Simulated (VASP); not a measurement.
# TiC (Khamrabaevite): structure and properties in VASP, part 4 of 4

Aim: relax TiC (Khamrabaevite) with PBEsol, compute its properties on that cell and hold them against experiment. Left out of this account: 1 further run (relaxation: it shows nothing beyond the runs told). The start is a cell from a database of measured crystal structures.

VASP 6.6.1; PBEsol; plane waves and PAW (Ti_sv, C).

So far. Step 13 (Volume scan with PBEsol, volume scale 1.06): The pressure falls from -9.66 to -13.85 GPa. The parabola predicted -13.69 GPa, +0.16 GPa off. Step 15 (Fit for PBEsol): The fitted volume lies +0.01 % from the relaxed one. The relaxed cell has a = 4.295 Å (conventional setting).

### Step 16. Independent-particle dielectric function (PBEsol)

This step: PBEsol; plane waves and PAW (Ti_sv, C) (VASP 6.6.1).

LOPTICS sums transitions from filled to empty bands. The mesh is finer than in the run before. NBANDS is raised for it.

INCAR reads:

```
SYSTEM = TiC
PREC = Accurate
ENCUT = 520
EDIFF = 1E-06
NELM = 100
ISMEAR = 0
SIGMA = 0.05
LREAL = .FALSE.
ALGO = Normal
GGA = PS
NBANDS = 24
LASPH = .TRUE.
LORBIT = 11
LWAVE = .FALSE.
LCHARG = .FALSE.
KPAR = 2
LOPTICS = .TRUE.
NEDOS = 1500
CSHIFT = 0.1
```

POSCAR reads:

```
TiC
1.0
    0.0000000000      2.1474690364      2.1474690364
    2.1474690364      0.0000000000      2.1474690364
    2.1474690364      2.1474690364      0.0000000000
Ti C
1 1
Direct
    0.0000000000      0.0000000000      0.0000000000
    0.5000000000      0.5000000000      0.5000000000
```

KPOINTS reads:

```
Automatic mesh
0
Gamma
11 11 11
0 0 0
```

PAW data sets: Ti_sv and C (PBE family, release 64).

The run is started by

```sh
$ mpirun -np 2 vasp_std
```

What it wrote:

```text
[... set-up lines as in an earlier step ...]
 entering main loop
       N       E                     dE             d eps       ncg     rms          rms(c)
DAV:   1     0.124744274785E+03    0.12474E+03   -0.66378E+03  2736   0.798E+02
DAV:   2    -0.176786477464E+02   -0.14242E+03   -0.13047E+03  2952   0.247E+02
DAV:   3    -0.250503375781E+02   -0.73717E+01   -0.72679E+01  3384   0.547E+01
DAV:   4    -0.251625402852E+02   -0.11220E+00   -0.11217E+00  2968   0.682E+00
DAV:   5    -0.251634818421E+02   -0.94156E-03   -0.94155E-03  3288   0.588E-01    0.189E+01
DAV:   6    -0.203999490350E+02    0.47635E+01   -0.22644E+00  3840   0.351E+01    0.679E+00
DAV:   7    -0.198420530946E+02    0.55790E+00   -0.77694E-01  3096   0.117E+01    0.513E+00
DAV:   8    -0.198054113909E+02    0.36642E-01   -0.95158E-02  3416   0.408E+00    0.128E+00
DAV:   9    -0.198064863626E+02   -0.10750E-02   -0.33040E-02  2928   0.116E+00    0.925E-01
DAV:  10    -0.198038321698E+02    0.26542E-02   -0.22204E-03  3128   0.587E-01    0.644E-01
DAV:  11    -0.198019969198E+02    0.18353E-02   -0.88680E-04  3536   0.556E-01    0.200E-02
DAV:  12    -0.198020115406E+02   -0.14621E-04   -0.18350E-04  2856   0.102E-01    0.116E-02
DAV:  13    -0.198020099296E+02    0.16111E-05   -0.30838E-06  3296   0.146E-02    0.685E-03
DAV:  14    -0.198020107329E+02   -0.80328E-06   -0.53835E-07  2624   0.581E-03
   1 F= -.19802011E+02 E0= -.19801721E+02  d E =-.578829E-03
 optical routines
 imaginary and real dielectric function
 recalculating local potential from charge density
 direction            1
 direction            2
 direction            3
```

Elapsed: 15 s, on 2 MPI ranks of AMD EPYC 7R43, shared host; peak memory 0.28 GiB; 30 s of CPU time.

Parts of OUTCAR (step 16):

```text
   k-points           NKPTS =     56   k-points in BZ     NKDIM =     56   number of bands    NBANDS=     24

   NELECT =      16.0000    total number of electrons

 E-fermi :   9.7144

 k-point     1 :       0.0000    0.0000    0.0000
  band No.  band energies     occupation
      1     -46.6574      2.00000
      2     -22.7698      2.00000
      3     -22.7698      2.00000
      4     -22.7698      2.00000
      5      -2.8827      2.00000
      6      10.2722      0.00000
      7      10.2722      0.00000
      8      10.2722      0.00000
      9      11.3404      0.00000
     10      11.3404      0.00000
    ...

  Total       -0.0029439     -0.0029439     -0.0029439      0.0000000     -0.0000000      0.0000000
  in kB       -0.2381363     -0.2381363     -0.2381363      0.0000000     -0.0000000      0.0000000
  external PRESSURE =      -0.2381363 kB  Pullay stress =       0.0000000 kB

 POSITION                                       TOTAL-FORCE (eV/Angst)
 -----------------------------------------------------------------------------------
      0.00000      0.00000      0.00000        -0.000000     -0.000000     -0.000000
      2.14747      2.14747      2.14747         0.000000      0.000000      0.000000
 -----------------------------------------------------------------------------------
    total drift:                                0.000000     -0.000000     -0.000000

  FREE ENERGIE OF THE ION-ELECTRON SYSTEM (eV)
  ---------------------------------------------------
  free  energy   TOTEN  =       -19.8020107329 eV

  energy  without entropy=      -19.8014319042  energy(sigma->0) =      -19.80172132

 plasma frequency squared (from intraband transitions) (eV^2)
  --------------------------------------------------------------------------------------
      24.697      -0.000       0.000
      -0.000      24.697      -0.000
       0.000       0.000      24.697

[... 7 parts as in an earlier step ...]

[... 9 further parts left out ...]
```

These are independent-particle spectra without excitons or local fields, and fine structure depends on the mesh and on CSHIFT. The intraband (Drude) part is not in this spectrum.

This step gave:

```yaml
scf_cycles: 14
bands: 24
irreducible_k_points: 56
free_energy_toten: -19.80 eV
energy_at_zero_smearing: -19.80 eV
fermi_energy: 9.714 eV
pressure: -0.02381 GPa
```

The imaginary dielectric function, xx has structure finer than the step of the table below, so its rows give means over 2 eV, whole bins alone (the curve runs from 0 to 25.0 eV). Peaks (eV: height): 0.8: 74.8, 2.3: 24.8.

Table of imaginary dielectric function, xx by photon energy; means over each step:

```
photon energy (eV)  imaginary dielectric function, xx
                 2                               18.3
                 4                               13.4
                 6                               9.43
                 8                               5.52
                10                               3.13
                12                               1.66
                14                               2.70
                16                               1.72
                18                               1.35
                20                              0.993
                22                              0.431
```

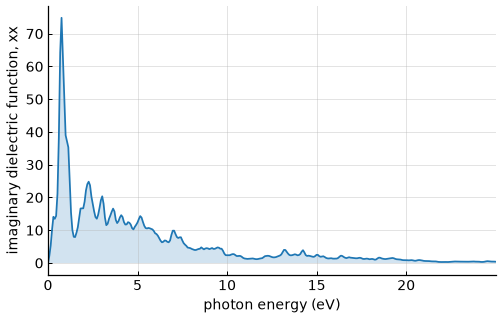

Imaginary dielectric function, xx against photon energy.

Real dielectric function, xx against photon energy:

```csv
photon energy (eV),"real dielectric function, xx"
0.0,56.4
2.5,3.26
5.0,2.57
7.5,-4.14
10.0,-2.26
12.5,0.124
15.0,-0.444
17.5,-0.619
20.0,-0.443
22.5,0.184
```

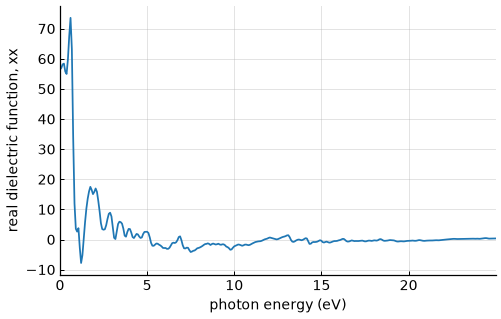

Real dielectric function, xx, plotted against photon energy.

### Step 17. Field gradients at the nuclei (PBEsol)

Field gradients probe how far the charge around each nucleus departs from cubic symmetry; LASPH keeps the non-spherical terms inside the spheres.

INCAR reads:

```
SYSTEM = TiC
PREC = Accurate
ENCUT = 520
EDIFF = 1E-07
NELM = 100
ISMEAR = 0
SIGMA = 0.05
LREAL = .FALSE.
ALGO = Normal
GGA = PS
NBANDS = 14
LASPH = .TRUE.
LORBIT = 11
LWAVE = .FALSE.
LCHARG = .FALSE.
KPAR = 2
LEFG = .TRUE.
```

POSCAR is that of step 16.

KPOINTS reads:

```
Automatic mesh
0
Gamma
8 8 8
0 0 0
```

The run is started by

```sh
$ mpirun -np 2 vasp_std
```

What it wrote:

```text
[... set-up lines as in an earlier step ...]
 entering main loop
       N       E                     dE             d eps       ncg     rms          rms(c)
[... 13 cycles as in an earlier step ...]
DAV:  14    -0.197995114706E+02    0.34392E-06   -0.72254E-07   994   0.127E-02    0.258E-03
DAV:  15    -0.197995113540E+02    0.11659E-06   -0.87135E-08   696   0.389E-03    0.122E-03
DAV:  16    -0.197995113573E+02   -0.32653E-08   -0.87213E-08   532   0.383E-03
ion   1
     0.0000000     0.0000000     0.0000000     0.0000000    -0.0000000     0.0000000
     0.0000422     0.0000000     0.0000000     0.0000000    -0.0000000     0.0000000
     0.0000581     0.0000000     0.0000000     0.0000000    -0.0000000     0.0000000
     0.0000800     0.0000000     0.0000000     0.0000000    -0.0000000     0.0000000
     0.0001102     0.0000000     0.0000000     0.0000000    -0.0000000     0.0000000

     0.0000000     0.0000000     0.0000000     0.0000000    -0.0000000    -0.0000000
     0.0000422     0.0000000     0.0000000     0.0000000    -0.0000000    -0.0000000
     0.0000581     0.0000000     0.0000000     0.0000000    -0.0000000    -0.0000000
     0.0000800     0.0000000     0.0000000     0.0000000    -0.0000000    -0.0000000
     0.0001102     0.0000000     0.0000000     0.0000000    -0.0000000    -0.0000000

ion   2
     0.0000000     0.0000000     0.0000000    -0.0000000    -0.0000000    -0.0000000
     0.0000266     0.0000000     0.0000000    -0.0000000    -0.0000000    -0.0000000
     0.0000367     0.0000000     0.0000000    -0.0000000    -0.0000000    -0.0000000
     0.0000505     0.0000000     0.0000000    -0.0000000    -0.0000000    -0.0000000
     0.0000695     0.0000000     0.0000000    -0.0000000    -0.0000000    -0.0000000

     0.0000000     0.0000000     0.0000000    -0.0000000    -0.0000000    -0.0000000
     0.0000266     0.0000000     0.0000000    -0.0000000    -0.0000000    -0.0000000
     0.0000367     0.0000000     0.0000000    -0.0000000    -0.0000000    -0.0000000
     0.0000505     0.0000000     0.0000000    -0.0000000    -0.0000000    -0.0000000
     0.0000695     0.0000000     0.0000000    -0.0000000    -0.0000000    -0.0000000

   1 F= -.19799511E+02 E0= -.19799076E+02  d E =-.871043E-03
```

Elapsed: 6.2 s, on 2 MPI ranks; peak memory 0.2 GiB.

From OUTCAR (step 17):

```text
   NELECT =      16.0000    total number of electrons

 E-fermi :   9.5733

 k-point     1 :       0.0000    0.0000    0.0000
  band No.  band energies     occupation
      1     -46.6539      2.00000
      2     -22.7665      2.00000
      3     -22.7665      2.00000
      4     -22.7665      2.00000
      5      -2.8815      2.00000
      6      10.2743      0.00000
      7      10.2743      0.00000
      8      10.2743      0.00000
      9      11.3422      0.00000
     10      11.3422      0.00000
    ...

  Total       -0.0059929     -0.0059929     -0.0059929      0.0000000      0.0000000      0.0000000
  in kB       -0.4847722     -0.4847722     -0.4847722      0.0000000      0.0000000      0.0000000
  external PRESSURE =      -0.4847722 kB  Pullay stress =       0.0000000 kB

 POSITION                                       TOTAL-FORCE (eV/Angst)
 -----------------------------------------------------------------------------------
      0.00000      0.00000      0.00000        -0.000000      0.000000      0.000000
      2.14747      2.14747      2.14747         0.000000     -0.000000     -0.000000
 -----------------------------------------------------------------------------------
    total drift:                                0.000000     -0.000000     -0.000000

  FREE ENERGIE OF THE ION-ELECTRON SYSTEM (eV)
  ---------------------------------------------------
  free  energy   TOTEN  =       -19.7995113573 eV

  energy  without entropy=      -19.7986403142  energy(sigma->0) =      -19.79907584

 Electric field gradients after diagonalization (V/A^2)
 (convention: |V_zz| > |V_xx| > |V_yy|)
----------------------------------------------------------------------
 ion       V_xx      V_yy      V_zz     asymmetry (V_yy - V_xx)/ V_zz
----------------------------------------------------------------------
   1      -0.001    -0.001     0.001       0.000
   2       0.000     0.000    -0.000       0.000
----------------------------------------------------------------------

[... 8 parts as in an earlier step ...]

[... 9 further parts left out ...]
```

This step gave:

| Property | Result |
| --- | --- |
| SCF cycles | 16 |
| bands | 14 |
| irreducible k-points | 29 |
| Fermi energy | 9.573 eV |
| pressure | -0.04848 GPa |

Electric field gradients, by row:

```csv
atom,Vxx (V/Å²),Vyy (V/Å²),Vzz (V/Å²),asymmetry
Ti1,-0.001,-0.001,0.001,-
C2,0,0,0,-
```

All gradients vanish within the noise.

The run ends at a pressure of -0.05 GPa.

### Step 18. Summary of results

```json
{
 "relaxed volume": "9.903 Å³/atom",
 "relaxed conventional cell a, b, c": "4.295, 4.295, 4.295 Å",
 "space group after relaxing, within 0.02 Å": "Fm-3m (No. 225)",
 "band gap": "none, a metal",
 "DOS at the Fermi level": "0.228 states/eV/cell",
 "bulk modulus from the fit": "264 GPa",
 "volume from the fit": "9.90 Å³/atom",
 "largest field gradient Vzz": "zero within the noise on all sites"
}
```

In words: With PBEsol, TiC (Khamrabaevite) relaxes to 9.903 Å³/atom in space group Fm-3m (held by the symmetry of the run), comes out as a metal and has a bulk modulus of 264 GPa. Against the listed cell the volume lies -2.3 %. Band structure (PBEsol): Of the bands kept, 4 cross the Fermi level on this path. The k-sampling is coarse for a metal, so the Fermi level, pressures and the shape of the cell carry errors. No search among competing phases was made, and a listed structure need not be the one stable at ambient conditions. All values are for a static lattice at zero temperature.

Comparison with the measured values:

| quantity | measured | PBEsol |
| --- | --- | --- |
| lattice constant a (Å) | 4.325 | 4.295 (-0.7 %) |

Measured values from arxiv:2411.15754 (2024).

How well it matches: The lattice constant a is off by -0.7 %: good agreement. The grades are ours: good and fair within 0.7 and 1.5 % for the lattice constant a. For lattice constants the calculation has a static lattice, without zero-point motion or thermal expansion.

[Lines on the potential files, build, host, timing and source positions are cut from VASP's logs without a mark.]

[Logs are printed without paths, hosts, clocks, repeated set-up lines and the standing remarks that a program may print on its own settings, such as how far it seeks lower states.]

[Hosts, paths, dates, database ids (printed as entryN), source tags and the programs' standing remarks are cut or masked in the printed files.]

[Measured values are set beside computed ones only where the two were judged alike; some that the calculation misses by far are left out.]
